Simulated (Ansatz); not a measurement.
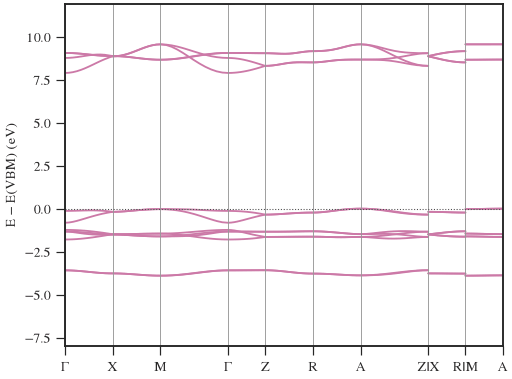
Band structure from plane-wave PAW r²SCAN (Ansatz code)

**Question.** Read off the gap and where the band edges lie.

**Answer.** About 7.9 eV (7.90 eV by a search for the band edges); maximum at A, minimum at Γ.

The material is N in space group P4_2/mnm (No. 136; N on 4f).

The workflow started from a Materials Project entry (that database holds measured and hypothetical structures alike); the Crystallography Open Database copy checked does not list it. It is not the usual solid phase (space group No. 205). The cell was relaxed with r²SCAN under the symmetry of its start; its stability against distortions is not shown here. The substance is a gas or liquid at ambient conditions. A crystal of weakly bound molecules computed without a dispersion correction: the cell and the soft elastic constants depend strongly on that.

Potentials: the later of the program's two PAW sets.
